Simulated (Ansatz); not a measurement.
# Ca2Ir: relaxing a made-up structure

This structure for Ca2Ir is made up. Its elements were placed in a known structure type with a cell scaled to their sizes. What cell does the guess relax to, and how far off was it?

Program: Ansatz 0.2.0. Level of theory: DFT, PBE, plane-wave PAW, files of the set soft_1, scalar-relativistic, no spin, cell and ions relaxed at zero pressure; PAW set soft_1, in the first sound run; inputs show where later runs differ. Results are calculated unless marked as measured.

### 1. Set-up

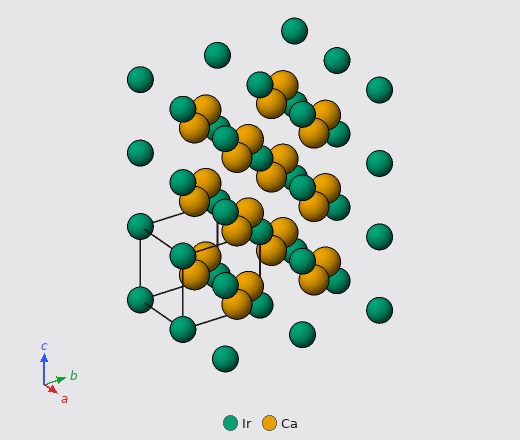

Start, viewed slightly off an axis; iridium teal, calcium orange. 2×2×3 cells are drawn. Some periodic images of atoms are drawn too.

### 2. Relaxing cell and atoms

The guess takes its coordinates from another compound and its volume from a rule, so the cell and any free coordinates are relaxed together.

Input file input.yaml:

```yaml
crystal:
  lattice:
    - [5.298, 0.0, 0.0]
    - [-2.649, 4.588202589, 0.0]
    - [0.0, 0.0, 3.323]
  atoms:
    - { symbol: Ir, position: [0.0, 0.0, 0.0] }
    - { symbol: Ca, position: [0.666666667, 0.333333333, 0.5] }
    - { symbol: Ca, position: [0.333333333, 0.666666667, 0.5] }
kpoints:
  mp_grid: { grid: [6, 6, 8] }
scf:
  occupations: { method: fermi_dirac, width: 0.05 }
hamiltonian:
  xc: pbe
  pseudopotentials: { kind: paw, azcp: { folder: soft_1 } }
relax:
  f_tol: 0.015
  max_steps: 70
  cell: {}
output:
  forces: true
  stress: true
```

Run with:

```bash
$ ansatz run input.yaml --threads 4 --pin off --max-ram 8192MiB --backend cpu --events-out ev --progress --plain --runs-dir out
```

Numbers of over 12 decimals in the logs are rounded to 6 here.

What it wrote:

```text
Engine: ansatz 0.2.0, x86_64-unknown-linux-gnu
Pseudopotentials: kind: paw
Pseudopotential: Ir, paw, valence charge 17, recommended cutoff 420 eV (normal), soft_1/Ir.paw.azcp
Pseudopotential: Ca, paw, valence charge 10, recommended cutoff 420 eV (normal), soft_1/Ca.paw.azcp
Functional definition: PBE
  parameter kappa = 0.804
  parameter beta = 0.066725
  exchange = pbe_x(kappa = kappa, mu = beta*pi^2/3)
  correlation = pbe_c(beta = beta)
Crystal: 3 atoms, lattice volume = 80.776 Å³
Basis set: ecut = 420 eV, 1577 PW (Γ), exchange–correlation on 72×72×48 points (8 copies of the dense FFT grid, shifted against one another)
Bands: 23, of which v1, the nominal top of the filled ones, is band 19 counted from 1 (18 counted from 0)
Symmetry: 24 space group operations
Space group: P6/mmm (ITA 191), of the structure as read, at distance tolerance 4.3e-5 Å
k-points: 35 of 288
Non-local potential: Ir, projectors of the file, l = 0: 3, l = 1: 2, l = 2: 2, l = 3: 1
Non-local potential: Ca, projectors of the file, l = 0: 3, l = 1: 2, l = 2: 2
PAW form: soft (Blöchl's): semilocal exchange-correlation on the pseudo side does not see the compensation charge
PAW one-centre angular grid: Ir, 590 points (default); XC on 64 Gauss nodes
PAW one-centre angular grid: Ca, 110 points (default); XC on 64 Gauss nodes
Initial density: superposition of atomic densities (chi_scale 0.1, normalization cell, long waves kept (reshape's long-wave potential 0.00 eV rms))
Initial wavefunctions: pseudopotential atomic-orbital guess
Functional: x = pbe(κ = 0.804, μ = 0.219515), c = pbe(β = 0.066725)
SCF iter   1: F=—  HF=-15578.305527 eV  |F-HF|=—  |Δ(HF+E_count)|=         —  Δρ=2.47e-1  dr2=1.45e2  ethr=3.10e-3  ⟨swp⟩=7.4  Hψ=4241  notcnv=0
preconditioner: auto → Kerker (q_TF=auto, 2.395 Å⁻¹)  [metal: Δε(μ)=0.013 eV  Ē_g=2.239 eV  σ=0.050 eV  W_gap=0.07  n_scr=26 (ndim 8)  ℏωp=14.9 eV  f_vac=0.000  D(μ)=6.41/eV (n_scr^D=70)]
SCF iter   2: F=—  HF=-15569.880392 eV  |F-HF|=—  |Δ(HF+E_count)|=    8.43e0  Δρ=2.91e-2  dr2=9.18e-1  ethr=3.10e-3  ⟨swp⟩=3.8  Hψ=2096  notcnv=0  defer=1
SCF iter   3: F=—  HF=-15569.738934 eV  |F-HF|=—  |Δ(HF+E_count)|=   1.41e-1  Δρ=1.47e-2  dr2=2.30e-1  ethr=2.48e-3  ⟨swp⟩=2.0  Hψ=1068  notcnv=0  defer=1
SCF iter   4: F=—  HF=-15569.718820 eV  |F-HF|=—  |Δ(HF+E_count)|=   2.01e-2  Δρ=2.58e-3  dr2=4.75e-3  ethr=6.22e-4  ⟨swp⟩=2.9  Hψ=1360  notcnv=0  defer=1
SCF iter   5: F=—  HF=-15569.720355 eV  |F-HF|=—  |Δ(HF+E_count)|=   1.53e-3  Δρ=6.74e-4  dr2=4.16e-4  ethr=1.28e-5  ⟨swp⟩=2.5  Hψ=1481  notcnv=0  defer=1
SCF iter   6: F=—  HF=-15569.720325 eV  |F-HF|=—  |Δ(HF+E_count)|=   3.00e-5  Δρ=1.61e-4  dr2=5.03e-5  ethr=1.12e-6  ⟨swp⟩=2.0  Hψ=1003  notcnv=0  defer=1
SCF iter   7: F=—  HF=-15569.720327 eV  |F-HF|=—  |Δ(HF+E_count)|=   2.37e-6  Δρ=6.65e-5  dr2=1.17e-5  ethr=1.36e-7  ⟨swp⟩=2.2  Hψ=1013  notcnv=0  defer=1
SCF iter   8: F=—  HF=-15569.720326 eV  |F-HF|=—  |Δ(HF+E_count)|=   8.55e-7  Δρ=2.24e-5  dr2=1.41e-6  ethr=3.17e-8  ⟨swp⟩=1.1  Hψ=808  notcnv=0  defer=1
SCF iter   9: F=-15569.720326 eV  HF=-15569.720326 eV  |F-HF|=3.93e-8  |Δ(HF+E_count)|=   1.66e-7  Δρ=4.36e-6  dr2=4.63e-8  ethr=2.70e-10  ⟨swp⟩=3.1  Hψ=2879  notcnv=0
SCF 1 converged in 9 iterations: F = -15569.720326 eV  dr2 = 4.63e-8
  greatest PAW one-centre occupation: 1.000 electrons in one spin orbital (limit 2), on the Ir atom at site 0 (counted from 0), in its partial waves of l = 0
relax step   1: F+E_penalty+E_count = -15569.72032586 eV  Δ(F+E_penalty+E_count) = +0.000e0 eV  max|allowed force component| = 7.401e-17 eV/Å  Δτ_max = 0.0000 Å  P = -7.845 GPa  Ω = 80.776 Å³  (9 SCF iters, dr2 threshold 1.00e-7 eV, accepted)
Crystal: 3 atoms, lattice volume = 70.392 Å³
Basis set: ecut = 420 eV, 1361 PW (Γ), exchange–correlation on 72×72×48 points (8 copies of the dense FFT grid, shifted against one another)
Initial density: handed on by an earlier stage of this run
Initial wavefunctions: those handed on with the density
SCF iter   1: F=—  HF=-15570.280467 eV  |F-HF|=—  |Δ(HF+E_count)|=         —  Δρ=3.35e-2  dr2=2.03e0  ethr=3.10e-3  ⟨swp⟩=6.7  Hψ=3798  notcnv=0
preconditioner: auto → Kerker (q_TF=auto, 2.451 Å⁻¹)  [metal: Δε(μ)=0.052 eV  Ē_g=3.237 eV  σ=0.050 eV  W_gap=0.25  n_scr=20 (ndim 8)  ℏωp=16.0 eV  f_vac=0.000  D(μ)=4.57/eV (n_scr^D=44)]
SCF iter   2: F=—  HF=-15570.152436 eV  |F-HF|=—  |Δ(HF+E_count)|=   1.28e-1  Δρ=1.39e-2  dr2=3.54e-1  ethr=3.10e-3  ⟨swp⟩=1.9  Hψ=1165  notcnv=0  defer=3
SCF iter   3: F=—  HF=-15570.120130 eV  |F-HF|=—  |Δ(HF+E_count)|=   3.23e-2  Δρ=3.43e-3  dr2=2.37e-2  ethr=9.56e-4  ⟨swp⟩=1.6  Hψ=840  notcnv=0  defer=3
SCF iter   4: F=—  HF=-15570.117042 eV  |F-HF|=—  |Δ(HF+E_count)|=   3.09e-3  Δρ=6.28e-4  dr2=6.83e-4  ethr=6.41e-5  ⟨swp⟩=1.5  Hψ=841  notcnv=0  defer=3
SCF iter   5: F=—  HF=-15570.116960 eV  |F-HF|=—  |Δ(HF+E_count)|=   8.21e-5  Δρ=1.25e-4  dr2=1.08e-5  ethr=1.84e-6  ⟨swp⟩=1.7  Hψ=933  notcnv=0  defer=3
SCF iter   6: F=—  HF=-15570.116960 eV  |F-HF|=—  |Δ(HF+E_count)|=   3.33e-7  Δρ=2.37e-5  dr2=3.71e-7  ethr=2.91e-8  ⟨swp⟩=2.2  Hψ=1084  notcnv=0  defer=3
SCF iter   7: F=-15570.116960 eV  HF=-15570.116960 eV  |F-HF|=7.27e-8  |Δ(HF+E_count)|=   2.13e-7  Δρ=8.67e-6  dr2=9.94e-8  ethr=8.11e-10  ⟨swp⟩=4.0  Hψ=2575  notcnv=0
SCF 2 converged in 7 iterations: F = -15570.116960 eV  dr2 = 9.94e-8
relax step   2: F+E_penalty+E_count = -15570.11696010 eV  Δ(F+E_penalty+E_count) = -3.966e-1 eV  max|allowed force component| = 1.357e-16 eV/Å  Δτ_max = 0.0000 Å  P = -3.604 GPa  Ω = 70.392 Å³  energy of the carried Pulay correction = +8.000e-4 eV  (7 SCF iters, dr2 threshold 3.00e-7 eV, accepted)
Crystal: 3 atoms, lattice volume = 63.448 Å³
Basis set: ecut = 420 eV, 1229 PW (Γ), exchange–correlation on 72×72×48 points (8 copies of the dense FFT grid, shifted against one another)
iter 1 solved again at ethr=2.09e-3 eV; its pass at ethr=3.10e-3 eV (dr2=7.72e-1 eV) is discarded
SCF iter   1: F=—  HF=-15570.247958 eV  |F-HF|=—  |Δ(HF+E_count)|=         —  Δρ=2.23e-2  dr2=7.80e-1  ethr=2.09e-3  ⟨swp⟩=1.0  Hψ=4458  notcnv=0
preconditioner: auto → none  [metal: Δε(μ)=0.042 eV  Ē_g=13.382 eV  σ=0.050 eV  W_gap=0.20  n_scr=8 (ndim 8)  ℏωp=23.3 eV  f_vac=0.000  D(μ)=3.20/eV (n_scr^D=32)]
SCF iter   2: F=—  HF=-15570.170605 eV  |F-HF|=—  |Δ(HF+E_count)|=   7.74e-2  Δρ=6.10e-3  dr2=3.96e-2  ethr=2.09e-3  ⟨swp⟩=2.1  Hψ=1049  notcnv=0
SCF iter   3: F=—  HF=-15570.165187 eV  |F-HF|=—  |Δ(HF+E_count)|=   5.42e-3  Δρ=1.50e-3  dr2=2.93e-3  ethr=1.07e-4  ⟨swp⟩=2.1  Hψ=1167  notcnv=0
SCF iter   4: F=—  HF=-15570.164916 eV  |F-HF|=—  |Δ(HF+E_count)|=   2.72e-4  Δρ=3.38e-4  dr2=7.82e-5  ethr=7.93e-6  ⟨swp⟩=1.8  Hψ=891  notcnv=0
SCF iter   5: F=—  HF=-15570.164922 eV  |F-HF|=—  |Δ(HF+E_count)|=   6.67e-6  Δρ=4.55e-5  dr2=1.46e-6  ethr=2.11e-7  ⟨swp⟩=2.0  Hψ=1029  notcnv=0
SCF iter   6: F=-15570.164923 eV  HF=-15570.164923 eV  |F-HF|=3.02e-9  |Δ(HF+E_count)|=   5.18e-7  Δρ=7.68e-6  dr2=2.51e-8  ethr=8.11e-10  ⟨swp⟩=4.0  Hψ=2490  notcnv=0
SCF 3 converged in 6 iterations: F = -15570.164923 eV  dr2 = 2.51e-8
relax step   3: F+E_penalty+E_count = -15570.16492296 eV  Δ(F+E_penalty+E_count) = -4.796e-2 eV  max|allowed force component| = 1.234e-17 eV/Å  Δτ_max = 0.0000 Å  P = +1.950 GPa  Ω = 63.448 Å³  energy of the carried Pulay correction = +1.451e-3 eV  (6 SCF iters, dr2 threshold 3.00e-7 eV, accepted)
Crystal: 3 atoms, lattice volume = 65.578 Å³
Basis set: ecut = 420 eV, 1301 PW (Γ), exchange–correlation on 72×72×48 points (8 copies of the dense FFT grid, shifted against one another)
iter 1 solved again at ethr=1.82e-4 eV; its pass at ethr=3.10e-3 eV (dr2=6.75e-2 eV) is discarded
SCF iter   1: F=—  HF=-15570.185719 eV  |F-HF|=—  |Δ(HF+E_count)|=         —  Δρ=6.72e-3  dr2=7.33e-2  ethr=1.82e-4  ⟨swp⟩=1.0  Hψ=4420  notcnv=0
preconditioner: auto → none  [metal: Δε(μ)=0.010 eV  Ē_g=13.405 eV  σ=0.050 eV  W_gap=0.05  n_scr=8 (ndim 8)  ℏωp=22.9 eV  f_vac=0.000  D(μ)=3.02/eV (n_scr^D=26)]
SCF iter   2: F=—  HF=-15570.176828 eV  |F-HF|=—  |Δ(HF+E_count)|=   8.89e-3  Δρ=9.71e-4  dr2=3.94e-4  ethr=1.82e-4  ⟨swp⟩=2.0  Hψ=1146  notcnv=0
SCF iter   3: F=—  HF=-15570.176720 eV  |F-HF|=—  |Δ(HF+E_count)|=   1.08e-4  Δρ=3.67e-4  dr2=9.59e-5  ethr=1.06e-6  ⟨swp⟩=2.0  Hψ=1299  notcnv=0
SCF iter   4: F=—  HF=-15570.176719 eV  |F-HF|=—  |Δ(HF+E_count)|=   1.01e-6  Δρ=7.44e-5  dr2=1.60e-6  ethr=2.59e-7  ⟨swp⟩=2.1  Hψ=969  notcnv=0
iter 5 did not close the SCF: its close was put off for the readings that it lacked (scf_convergence_deferred on its scf_iter line)
SCF iter   5: F=-15570.176721 eV  HF=-15570.176721 eV  |F-HF|=4.75e-8  |Δ(HF+E_count)|=   1.64e-6  Δρ=1.29e-5  dr2=5.21e-8  ethr=4.32e-9  ⟨swp⟩=2.9  Hψ=1513  notcnv=0
SCF iter   6: F=-15570.176721 eV  HF=-15570.176721 eV  |F-HF|=1.64e-10  |Δ(HF+E_count)|=   5.84e-8  Δρ=1.56e-6  dr2=1.74e-9  ethr=1.41e-10  ⟨swp⟩=2.0  Hψ=2492  notcnv=0
SCF 4 converged in 6 iterations: F = -15570.176721 eV  dr2 = 1.74e-9
relax step   4: F+E_penalty+E_count = -15570.17672085 eV  Δ(F+E_penalty+E_count) = -1.180e-2 eV  max|allowed force component| = 7.401e-17 eV/Å  Δτ_max = 0.0000 Å  P = -0.088 GPa  Ω = 65.578 Å³  energy of the carried Pulay correction = +1.239e-3 eV  (6 SCF iters, dr2 threshold 3.00e-7 eV, accepted)
Crystal: 3 atoms, lattice volume = 65.478 Å³
iter 1 solved again at ethr=4.47e-7 eV; its pass at ethr=3.10e-3 eV (dr2=1.65e-4 eV) is discarded
SCF iter   1: F=—  HF=-15570.176774 eV  |F-HF|=—  |Δ(HF+E_count)|=         —  Δρ=3.33e-4  dr2=1.81e-4  ethr=4.47e-7  ⟨swp⟩=2.9  Hψ=4260  notcnv=0
preconditioner: auto → none  [metal: Δε(μ)=0.034 eV  Ē_g=13.390 eV  σ=0.050 eV  W_gap=0.17  n_scr=8 (ndim 8)  ℏωp=22.9 eV  f_vac=0.000  D(μ)=3.09/eV (n_scr^D=26)]
SCF iter   2: F=—  HF=-15570.176756 eV  |F-HF|=—  |Δ(HF+E_count)|=   1.81e-5  Δρ=5.20e-5  dr2=1.29e-6  ethr=4.47e-7  ⟨swp⟩=2.0  Hψ=986  notcnv=0
SCF iter   3: F=—  HF=-15570.176757 eV  |F-HF|=—  |Δ(HF+E_count)|=   1.44e-6  Δρ=1.94e-5  dr2=3.91e-7  ethr=3.48e-9  ⟨swp⟩=2.0  Hψ=1313  notcnv=0
iter 4 did not close the SCF: its close was put off for the readings that it lacked (scf_convergence_deferred on its scf_iter line)
SCF iter   4: F=-15570.176757 eV  HF=-15570.176757 eV  |F-HF|=4.26e-9  |Δ(HF+E_count)|=   2.18e-8  Δρ=4.46e-6  dr2=5.73e-9  ethr=1.06e-9  ⟨swp⟩=2.0  Hψ=956  notcnv=0
iter 5 did not close the SCF: its close was put off for the readings that it lacked (scf_convergence_deferred on its scf_iter line)
SCF iter   5: F=-15570.176757 eV  HF=-15570.176757 eV  |F-HF|=9.09e-12  |Δ(HF+E_count)|=   5.11e-9  Δρ=5.59e-7  dr2=1.45e-10  ethr=1.55e-11  ⟨swp⟩=2.9  Hψ=1543  notcnv=0
SCF iter   6: F=-15570.176757 eV  HF=-15570.176757 eV  |F-HF|=1.82e-12  |Δ(HF+E_count)|=  8.19e-11  Δρ=5.94e-8  dr2=1.80e-12  ethr=1.00e-12  ⟨swp⟩=1.1  Hψ=1965  notcnv=0
SCF 5 converged in 6 iterations: F = -15570.176757 eV  dr2 = 1.80e-12
relax step   5: F+E_penalty+E_count = -15570.17675715 eV  Δ(F+E_penalty+E_count) = -3.630e-5 eV  max|allowed force component| = 3.701e-17 eV/Å  Δτ_max = 0.0000 Å  P = -0.001 GPa  Ω = 65.478 Å³  energy of the carried Pulay correction = +1.249e-3 eV  (6 SCF iters, dr2 threshold 2.22e-8 eV, accepted)
Initial wavefunctions: pseudopotential atomic-orbital guess (no wavefunctions were taken with the density)
iter 1 solved again at ethr=1.04e-5 eV; its pass at ethr=3.10e-3 eV (dr2=3.83e-3 eV) is discarded
SCF iter   1: F=—  HF=-15570.175666 eV  |F-HF|=—  |Δ(HF+E_count)|=         —  Δρ=2.11e-4  dr2=4.56e-6  ethr=1.04e-5  ⟨swp⟩=2.1  Hψ=5130  notcnv=0
eigensolver tolerance schedule: the retry pair's looser diagonalisation over-reported the residual by 840.44 of it (diagonalisation noise at an unbounded share of the residual, at the tolerance the schedule requests for it); recorded, not acted on — ethr = c·dr2/N_el stays at c = 1.0e-1
preconditioner: auto → none  [metal: Δε(μ)=0.033 eV  Ē_g=13.391 eV  σ=0.050 eV  W_gap=0.17  n_scr=8 (ndim 8)  ℏωp=22.9 eV  f_vac=0.000  D(μ)=3.08/eV (n_scr^D=26)]
SCF iter   2: F=—  HF=-15570.175685 eV  |F-HF|=—  |Δ(HF+E_count)|=   1.89e-5  Δρ=1.03e-4  dr2=1.00e-6  ethr=1.23e-8  ⟨swp⟩=2.3  Hψ=1459  notcnv=0
SCF iter   3: F=—  HF=-15570.175689 eV  |F-HF|=—  |Δ(HF+E_count)|=   4.10e-6  Δρ=9.21e-6  dr2=4.17e-8  ethr=2.71e-9  ⟨swp⟩=2.0  Hψ=1449  notcnv=0
SCF iter   4: F=—  HF=-15570.175689 eV  |F-HF|=—  |Δ(HF+E_count)|=   1.28e-8  Δρ=2.99e-6  dr2=2.91e-9  ethr=1.13e-10  ⟨swp⟩=2.0  Hψ=915  notcnv=0
SCF iter   5: F=—  HF=-15570.175689 eV  |F-HF|=—  |Δ(HF+E_count)|=   1.99e-9  Δρ=4.09e-7  dr2=9.59e-11  ethr=7.87e-12  ⟨swp⟩=2.1  Hψ=1050  notcnv=0
SCF iter   6: F=-15570.175689 eV  HF=-15570.175689 eV  |F-HF|=9.09e-12  |Δ(HF+E_count)|=  5.46e-12  Δρ=1.24e-7  dr2=1.37e-11  ethr=1.00e-12  ⟨swp⟩=5.2  Hψ=3386  notcnv=0
SCF 6 converged in 6 iterations: F = -15570.175689 eV  dr2 = 1.37e-11
relax step   6: F+E_penalty+E_count = -15570.17568927 eV  Δ(F+E_penalty+E_count) = +1.068e-3 eV  max|allowed force component| = 1.402e-30 eV/Å  Δτ_max = 0.0000 Å  P = -0.008 GPa  Ω = 65.478 Å³  stress off target by 1.80e-2 GPa  SCF on the basis re-selected at this cell (its energy is not comparable with the rows above)  (6 SCF iters)
basis re-selected at this cell: Δ(F+E_penalty+E_count) = +1.068e-3 eV, ΔP = -0.007 GPa vs the last step (what re-selecting the basis moved, of the pressure what is left beyond the Pulay correction that the steps carried, after the strain that the cell walked since its last selection, with what the two solves' SCF thresholds leave and, on support functions, any second-order correction that the steps lacked; it is no m [...]
SCF converged after 6 iterations
Free energy (F): -15570.175689 eV
Harris-Foulkes:  -15570.175689 eV  (|F-HF|=9.09e-12)
Internal energy: -15570.151965 eV  (E = F + TS)
E sigma→0 (E₀):  -15570.163827 eV
Entropy (-TS):   -0.023725 eV (-7.908 meV/atom)
Fermi energy:    12.121853 eV
--- Per-component energies (eV) ---
  E_band       = -473.493457
  E_kinetic    = 1053.606172
  E_local      = -3099.126375  (includes V_loc(G=0)·N_el)
  E_nonlocal   = 371.385959
  E_hartree    = 1100.819719
  E_xc         = -486.816007
  E_vxc        = -575.184186  (∫ρ·V_xc dr)
  E_paw        = -10996.189869  (= ΣΔE_a)
  E_vpaw       = -425.814914  (= ΣTr[D̂ρ^β])
  E_aug_tail   = 0.000347  (compensation charges beyond the density's cutoff)
  E_ewald      = -3513.831911
  E_smearing   = -0.023725  (= −TS)
  E_closure    = -0.000000  (closes the sum)
  Σ components = -15570.175689   (vs F -15570.175689, Δ=0.00e0)
--- Forces (eV/Å), atoms counted from 1 ---
  atom   1  Ir    -0.00000000    -0.00000000     0.00000000
  atom   2  Ca     0.00000000     0.00000000     0.00000000
  atom   3  Ca     0.00000000     0.00000000     0.00000000
  max |Σ_I F_I| component: 2.10e-30 eV/Å
--- Stress (GPa, compression-positive) ---
       -0.018019      -0.000000       0.000000
        0.000000      -0.018019       0.000000
        0.000000       0.000000       0.012053
  P = ⅓ Tr σ = -0.0080 GPa (-0.080 kbar)
--- Relaxed structure (5 steps of the walk, 5 accepted, 1 SCFs on fresh bases) ---
  F+E_penalty+E_count = -15570.17568927 eV   max|allowed force component| = 1.402e-30 eV/Å   (the final SCF, on the basis selected at the relaxed cell)
  cell:  # Å, volume = 65.4781 Å³
    - [4.912809, 0, 0.0]
    - [-2.456405, 4.254618, 0.0]
    - [0.0, 0.0, 3.132605]
  atoms:
    - { symbol: Ir, position: [0, 0, 0.0] }
    - { symbol: Ca, position: [0.666667, 0.333333, 0.500000] }
    - { symbol: Ca, position: [0.333333, 0.666667, 0.500000] }
```

The job ended after 6 s (4 threads of Intel Xeon Platinum 8259CL at 2.50GHz (Skylake/Cascade Lake), shared host; peak memory 0.46 GiB).

Relaxation path:

```
step  energy less that of the first step (eV)  largest force component (eV/Å)  pressure (GPa)  volume (Å³)
   1                                   0.0000                          0.0000           -7.85        80.78
   2                                  -0.3966                          0.0000           -3.60        70.39
   3                                  -0.4446                          0.0000            1.95        63.45
   4                                  -0.4564                          0.0000           -0.09        65.58
   5                                  -0.4564                          0.0000            0.00        65.48
  6*                                  -0.4554                          0.0000           -0.01        65.48
```

Relaxation steps marked * repeat the geometry before them on a plane-wave basis chosen anew for their cell, so energy and pressure can jump there.

Forces are held to the 24 operations that the run works with; a distortion that breaks them can't arise in this run.

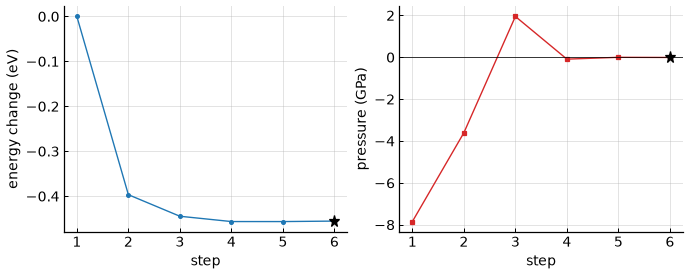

Energy and pressure along the relaxation. Stars mark steps on a basis chosen anew.

```csv
"conventional cell, symmetrised",before,after,change
a (Å),5.298,4.913,-7.3 %
b (Å),5.298,4.913,-7.3 %
c (Å),3.323,3.133,-5.7 %
volume (Å³/atom),26.93,21.83,-18.9 %
```

Final coordinates:

```xyz
3
Lattice="4.9128 0.0000 0.0000 -2.4564 4.2546 0.0000 0.0000 0.0000 3.1326" Properties=species:S:1:pos:R:3 pbc="T T T"
Ir    0.0000    0.0000    0.0000
Ca    2.4564    1.4182    1.5663
Ca    0.0000    2.8364    1.5663
```

This step gave:

```
free energy             : -15570.1757 eV
energy at zero smearing : -15570.1638 eV
smearing term TS        : 0.02372 eV
Fermi energy            : 12.12 eV
electrons               : 37
symmetry operations     : 24
pressure                : -0.007995 GPa
```

Shortest distances by pair of elements, guess and relaxed (not always the same contact):

| pair | guess (Å) | relaxed (Å) |
| --- | --- | --- |
| Ca–Ca | 3.059 | 2.836 |
| Ir–Ir | 3.323 | 3.133 |
| Ca–Ir | 3.481 | 3.240 |

The relaxation ends with a pressure of -0.01 GPa.

[end of part 1 of 2]

[Logs are printed without paths, hosts, clocks, repeated set-up lines and the standing remarks that a program may print on its own settings, such as how far it seeks lower states.]

[Hosts, paths, dates, database ids (printed as entryN), source tags and the programs' standing remarks are cut or masked in the printed files.]
